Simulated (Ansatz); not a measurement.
C2H8B2O

The calculation's input:

```
crystal:
  periodic: [false, false, false]
  atoms:
    - {symbol: C, position_ang: [1.886244, -1.361177, 1.390816]}
    - {symbol: C, position_ang: [-0.770721, 2.187379, -0.314989]}
    - {symbol: B, position_ang: [0.856804, -0.323224, 1.971360]}
    - {symbol: B, position_ang: [-1.024566, 0.828756, 0.435903]}
    - {symbol: O, position_ang: [-0.075647, 0.254700, 1.194992]}
    - {symbol: H, position_ang: [1.799640, -2.316213, 1.928496]}
    - {symbol: H, position_ang: [1.768589, -1.554400, 0.319139]}
    - {symbol: H, position_ang: [2.914013, -1.016123, 1.572802]}
    - {symbol: H, position_ang: [0.865142, -0.006537, 3.130646]}
    - {symbol: H, position_ang: [-2.075951, 0.251709, 0.359010]}
    - {symbol: H, position_ang: [-0.934722, 2.058938, -1.394377]}
    - {symbol: H, position_ang: [-1.509053, 2.936417, 0.005191]}
    - {symbol: H, position_ang: [0.231867, 2.601004, -0.162015]}
basis:
  gaussian: {orbitals: def2-TZVPD}
hamiltonian: {xc: pbe0}
output: {forces: true, orbitals: {seedname: orbitals}}
```

Launched as:

```sh
ansatz run input.yaml --threads 2 --pin off --max-ram 4350MiB --events-out events.jsonl --progress --plain --runs-dir runs
```

Geometry: B3LYP/6-31G*.

Computed with Ansatz, isolated molecule in a Gaussian basis; Kohn-Sham density functional theory, functional PBE0.

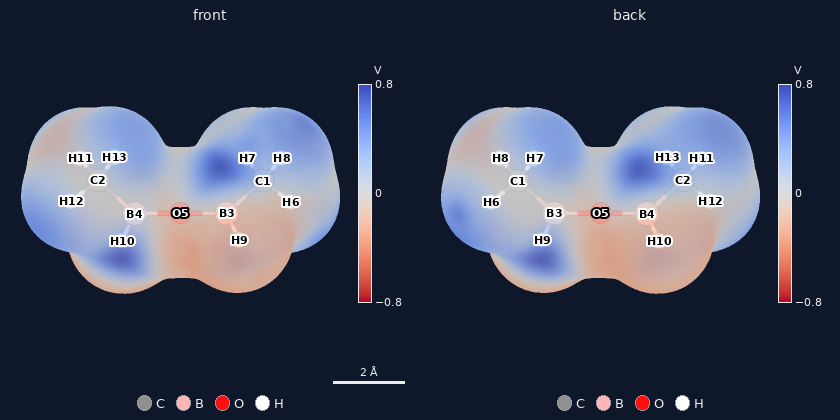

Figure 1. The molecular electrostatic potential painted on the density surface at 0.001 e/bohr³, seen from the front and from behind; the colour scale runs from red (negative) to blue (positive).

Question: Where is the surface potential most negative and most positive?

Answer: The most negative region (about −0.3 V) lies over H9 and H10, the most positive (about +0.7 V) over B3 and B4.

Question: How polar is the molecule by this calculation?

Answer: Its dipole moment is 0.56 D.

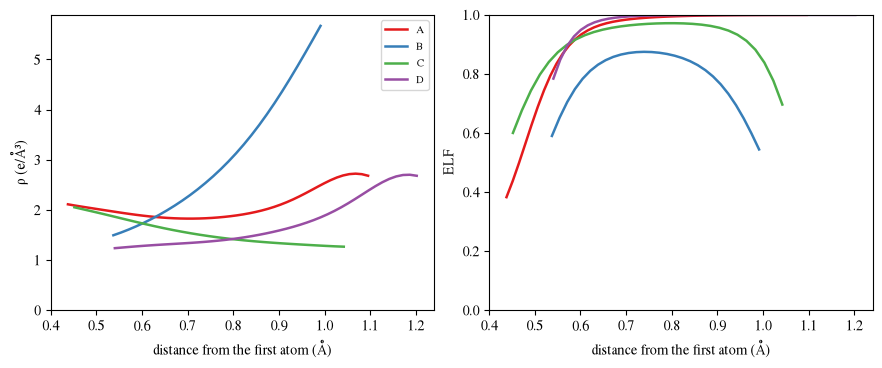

Figure 2. Total electron density and electron localisation function along straight lines between neighbouring atoms. The curves leave out the atomic cores.

Question: Which curve belongs to which contact (B–H, B–O, C–B and C–H)? The first atom named is at distance zero.

Answer: Curve A: C–H (1.10 Å): ρ is about 2 e/Å³ halfway; the ELF climbs to about 1 towards the hydrogen, as it does in any bond to H; a covalent bond by its length. Curve B: B–O (1.34 Å): the density is about 2.1 e/Å³ at the midpoint; the ELF peaks at about 0.85 between the atoms, as expected for a polar covalent bond. Curve C: C–B (1.57 Å): the density is about 1.4 e/Å³ at the midpoint; the ELF peaks at about 1 between the atoms; a covalent bond. Curve D: B–H (1.20 Å): ρ at the midpoint is about 1.3 e/Å³; the ELF climbs to about 1 towards the hydrogen; a covalent bond by its length.
